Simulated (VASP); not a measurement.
## G0W0 gap of SrTiO3 (Tausonite) against strain

Wanted: the deformation potential of the gap of SrTiO3 (Tausonite), from G0W0. The cell has space group Pm-3m. The start is a cell from a database of measured crystal structures.

Program: VASP 6.6.1. Level of theory: PBE, no spin polarisation; plane waves and PAW (Sr_sv, Ti_sv, O), in the first sound run; inputs show where later runs differ. Results are calculated unless marked as measured.

## Step 1: Set-up

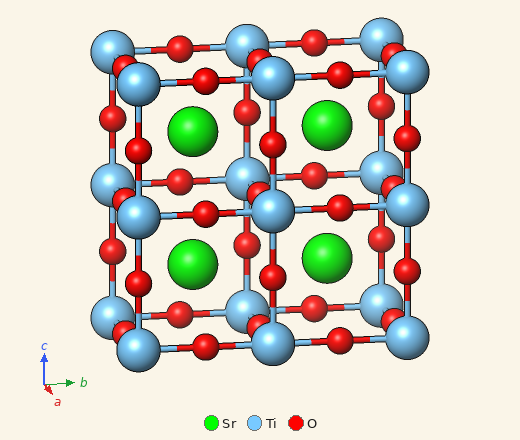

The starting structure, seen slightly off an axis (strontium green, titanium blue, oxygen red). 1×2×2 cells are drawn. Some periodic images of atoms are drawn too.

## Step 2: Relaxation

The atoms are relaxed first inside the given cell, which is kept (ISIF = 2), since band edges depend on the positions.

Contents of INCAR:

```
SYSTEM = SrTiO3
PREC = Accurate
ENCUT = 520
EDIFF = 1E-06
NELM = 100
ISMEAR = 0
SIGMA = 0.05
LREAL = .FALSE.
ALGO = Normal
GGA = PE
NBANDS = 26
LASPH = .TRUE.
LWAVE = .FALSE.
LCHARG = .FALSE.
KPAR = 8
IBRION = 2
NSW = 60
ISIF = 2
EDIFFG = -0.01
```

Contents of POSCAR:

```
SrTiO3
1.0
    3.9052800000      0.0000000000      0.0000000000
    0.0000000000      3.9052800000      0.0000000000
    0.0000000000      0.0000000000      3.9052800000
Sr Ti O
1 1 3
Direct
    0.5000000000      0.5000000000      0.5000000000
    0.0000000000      0.0000000000      0.0000000000
    0.5000000000      0.0000000000      0.0000000000
    0.0000000000      0.5000000000      0.0000000000
    0.0000000000      0.0000000000      0.5000000000
```

Contents of KPOINTS:

```
Automatic mesh
0
Gamma
5 5 5
0 0 0
```

Potentials, in the order of the species: Sr_sv, Ti_sv and O (PBE family, release 64).

Started as:

```sh
mpirun -np 8 vasp_std
```

Output:

```text
[banner, memory and clock lines left out]
running    8 mpi-ranks, on    1 nodes
 distrk:  each k-point on    1 cores,    8 groups
 distr:  one band on    1 cores,    1 groups

 POSCAR found type information on POSCAR SrTiO
 POSCAR found :  3 types and       5 ions
|                                                                             |
|           W    W    AA    RRRRR   N    N  II  N    N   GGGG   !!!           |
|           W    W   A  A   R    R  NN   N  II  NN   N  G    G  !!!           |
|           W    W  A    A  R    R  N N  N  II  N N  N  G       !!!           |
|           W WW W  AAAAAA  RRRRR   N  N N  II  N  N N  G  GGG   !            |
|           WW  WW  A    A  R   R   N   NN  II  N   NN  G    G                |
|           W    W  A    A  R    R  N    N  II  N    N   GGGG   !!!           |
|                                                                             |
|     For optimal performance we recommend to set                             |
|       NCORE = 2 up to number-of-cores-per-socket                            |
|     NCORE specifies how many cores store one orbital (NPAR=cpu/NCORE).      |
|     This setting can greatly improve the performance of VASP for DFT.       |
|     The default, NCORE=1 might be grossly inefficient on modern             |
|     multi-core architectures or massively parallel machines. Do your        |
|     Unfortunately you need to use the default for GW and RPA                |
|     calculations (for HF NCORE is supported but not extensively tested      |
|     yet).                                                                   |
|                                                                             |

 LDA part: xc-table for (Slater+PW92), standard interpolation
 POSCAR, INCAR and KPOINTS ok, starting setup
 FFT: planning ... GRIDC
 FFT: planning ... GRID_SOFT
 FFT: planning ... GRID
 WAVECAR not read
 entering main loop
       N       E                     dE             d eps       ncg     rms          rms(c)
DAV:   1     0.429638589093E+03    0.42964E+03   -0.21161E+04   520   0.167E+03
DAV:   2    -0.615809361516E+01   -0.43580E+03   -0.42391E+03   600   0.456E+02
DAV:   3    -0.482267439885E+02   -0.42069E+02   -0.41845E+02   610   0.143E+02
DAV:   4    -0.503240399301E+02   -0.20973E+01   -0.20943E+01   848   0.281E+01
DAV:   5    -0.503635480336E+02   -0.39508E-01   -0.39489E-01   684   0.325E+00    0.266E+01
DAV:   6    -0.400781423375E+02    0.10285E+02   -0.59965E+01   748   0.694E+01    0.152E+01
DAV:   7    -0.401357851852E+02   -0.57643E-01   -0.81434E+00   644   0.215E+01    0.109E+01
DAV:   8    -0.401423433463E+02   -0.65582E-02   -0.16642E+00   670   0.133E+01    0.274E+00
DAV:   9    -0.400821837724E+02    0.60160E-01   -0.38047E-01   672   0.592E+00    0.108E+00
DAV:  10    -0.400826914703E+02   -0.50770E-03   -0.12887E-01   630   0.238E+00    0.835E-01
DAV:  11    -0.400736846369E+02    0.90068E-02   -0.38910E-02   776   0.188E+00    0.148E-01
DAV:  12    -0.400737114776E+02   -0.26841E-04   -0.18252E-03   658   0.382E-01    0.107E-01
DAV:  13    -0.400737085804E+02    0.28972E-05   -0.25834E-04   814   0.214E-01    0.813E-02
DAV:  14    -0.400736596649E+02    0.48916E-04   -0.58779E-04   610   0.156E-01    0.388E-02
DAV:  15    -0.400736567876E+02    0.28774E-05   -0.53604E-05   742   0.738E-02    0.122E-02
DAV:  16    -0.400736566515E+02    0.13607E-06   -0.11457E-05   674   0.258E-02    0.584E-03
DAV:  17    -0.400736566659E+02   -0.14394E-07   -0.11114E-06   360   0.910E-03
   1 F= -.40073657E+02 E0= -.40073657E+02  d E =-.400737E+02
 curvature:   0.00 expect dE= 0.000E+00 dE for cont linesearch  0.000E+00
 trial: gam= 0.00000 g(F)=  0.000E+00 g(S)=  0.000E+00 ort = 0.000E+00 (trialstep = 0.100E+01)
 search vector abs. value=  0.100E-09
 reached required accuracy - stopping structural energy minimisation
```

Elapsed: 7 s, on 8 MPI ranks of Intel Xeon Platinum 8488C (Sapphire Rapids), shared host; peak memory 1.4 GiB; 45 s of CPU time.

The logs omit lines about the potential files and the build; timing stands in the text.

OUTCAR, selected parts (step 2):

```text
ion  position               nearest neighbor table
   1  0.500  0.500  0.500-   3 2.76   4 2.76   5 2.76   3 2.76   4 2.76   3 2.76   5 2.76   3 2.76
                             4 2.76   5 2.76   4 2.76   5 2.76   2 3.38   2 3.38   2 3.38   2 3.38
   2  0.000  0.000  0.000-   3 1.95   4 1.95   5 1.95   5 1.95   4 1.95   3 1.95   1 3.38   1 3.38
                             1 3.38   1 3.38   1 3.38   1 3.38   1 3.38   1 3.38
   3  0.500  0.000  0.000-   2 1.95   2 1.95   1 2.76   1 2.76   1 2.76   1 2.76
   4  0.000  0.500  0.000-   2 1.95   2 1.95   1 2.76   1 2.76   1 2.76   1 2.76
   5  0.000  0.000  0.500-   2 1.95   2 1.95   1 2.76   1 2.76   1 2.76   1 2.76

  LATTYP: Found a simple cubic cell.
 ALAT       =     3.9052800000

 Subroutine GETGRP returns: Found 48 space group operations
 (whereof 48 operations were pure point group operations)

The static configuration has the point symmetry O_h .

 Found     10 irreducible k-points:

   k-points           NKPTS =     10   k-points in BZ     NKDIM =     10   number of bands    NBANDS=     26

   dimension x,y,z NGX =    30 NGY =   30 NGZ =   30
   dimension x,y,z NGXF=    60 NGYF=   60 NGZF=   60

   ENCUT  =  520.0 eV  38.22 Ry    6.18 a.u.   7.26  7.26  7.26*2*pi/ulx,y,z

   NELECT =      40.0000    total number of electrons

 k-points in reciprocal lattice and weights: Automatic mesh
   0.00000000  0.00000000  0.00000000       0.008
   0.20000000  0.00000000  0.00000000       0.048
   0.40000000  0.00000000  0.00000000       0.048
   0.20000000  0.20000000  0.00000000       0.096
   0.40000000  0.20000000  0.00000000       0.192
   0.40000000  0.40000000  0.00000000       0.096
   0.20000000  0.20000000  0.20000000       0.064
   0.40000000  0.20000000  0.20000000       0.192
   0.40000000  0.40000000  0.20000000       0.192
   0.40000000  0.40000000  0.40000000       0.064

 average (electrostatic) potential at core
       1 -34.5575       2 -76.4504       3 -69.4830       4 -69.4830       5 -69.4830

 E-fermi :   4.4592

 k-point     1 :       0.0000    0.0000    0.0000
  band No.  band energies     occupation
    ...
     16       2.9954      2.00000
     17       2.9954      2.00000
     18       3.8089      2.00000
     19       3.8089      2.00000
     20       3.8089      2.00000
     21       6.0156      0.00000
     22       6.0156      0.00000
     23       6.0156      0.00000
     24       8.4632      0.00000
     25       8.4632      0.00000
    ...

 k-point     2 :       0.2000    0.0000    0.0000
  band No.  band energies     occupation
    ...
     16       2.5364      2.00000
     17       2.6808      2.00000
     18       2.8219      2.00000
     19       3.6213      2.00000
     20       3.6213      2.00000
     21       6.0723      0.00000
     22       6.7816      0.00000
     23       6.7816      0.00000
     24       8.4706      0.00000
     25       9.4379      0.00000
    ...

 k-point     3 :       0.4000    0.0000    0.0000
  band No.  band energies     occupation
    ...
     16       1.9157      2.00000
     17       1.9157      2.00000
     18       2.2463      2.00000
     19       3.4558      2.00000
     20       3.4558      2.00000
     21       6.1683      0.00000
     22       7.7807      0.00000
     23       7.7807      0.00000
     24       8.4775      0.00000
     25      10.5196      0.00000
    ...

  Total        1.8432162      1.8432162      1.8432162     -0.0000000      0.0000000     -0.0000000
  in kB       49.5827186     49.5827186     49.5827186     -0.0000000      0.0000000     -0.0000000
  external PRESSURE =      49.5827186 kB  Pullay stress =       0.0000000 kB

  energy-cutoff  :      520.00
  volume of cell :       59.56
      direct lattice vectors                 reciprocal lattice vectors
     3.905280000  0.000000000  0.000000000     0.256063586  0.000000000  0.000000000
     0.000000000  3.905280000  0.000000000     0.000000000  0.256063586  0.000000000
     0.000000000  0.000000000  3.905280000     0.000000000  0.000000000  0.256063586

 POSITION                                       TOTAL-FORCE (eV/Angst)
 -----------------------------------------------------------------------------------
      1.95264      1.95264      1.95264         0.000000      0.000000      0.000000
      0.00000      0.00000      0.00000         0.000000      0.000000      0.000000
      1.95264      0.00000      0.00000         0.000000      0.000000      0.000000
      0.00000      1.95264      0.00000         0.000000      0.000000      0.000000
      0.00000      0.00000      1.95264         0.000000      0.000000      0.000000
 -----------------------------------------------------------------------------------
    total drift:                                0.000000     -0.000000      0.000000

  FREE ENERGIE OF THE ION-ELECTRON SYSTEM (eV)
  ---------------------------------------------------
  free  energy   TOTEN  =       -40.0736566659 eV

  energy  without entropy=      -40.0736566659  energy(sigma->0) =      -40.07365667

 reached required accuracy - stopping structural energy minimisation

[... 3 further parts left out ...]
```

CONTCAR:

```
SrTiO3
   1.00000000000000
     3.9052799999999999    0.0000000000000000    0.0000000000000000
     0.0000000000000000    3.9052799999999999    0.0000000000000000
     0.0000000000000000    0.0000000000000000    3.9052799999999999
  Sr              Ti              O
     1     1     3
Direct
     0.5000000000000000    0.5000000000000000    0.5000000000000000
     0.0000000000000000    0.0000000000000000    0.0000000000000000
     0.5000000000000000    0.0000000000000000    0.0000000000000000
     0.0000000000000000    0.5000000000000000    0.0000000000000000
     0.0000000000000000    0.0000000000000000    0.5000000000000000
```

The run keeps the 48 symmetry operations of its start, so it cannot find a distortion of lower symmetry.

The forces vanish from the start, and no atom moves.

Numbers from this step:

- free energy (TOTEN): -40.07 eV
- Fermi energy: 4.459 eV
- pressure: 4.958 GPa

The forces stay under 1e-4 eV/Å.

(Part 1 of 5 ends here.)

[Lines on the potential files, build, host, timing and source positions are cut from VASP's logs without a mark.]

[Logs are printed without paths, hosts, clocks, repeated set-up lines and the standing remarks that a program may print on its own settings, such as how far it seeks lower states.]

[Hosts, paths, dates, database ids (printed as entryN), source tags and the programs' standing remarks are cut or masked in the printed files.]

[Pressures printed for these runs are not shown converged in the cutoff: they can be off by several GPa and have the wrong sign.]
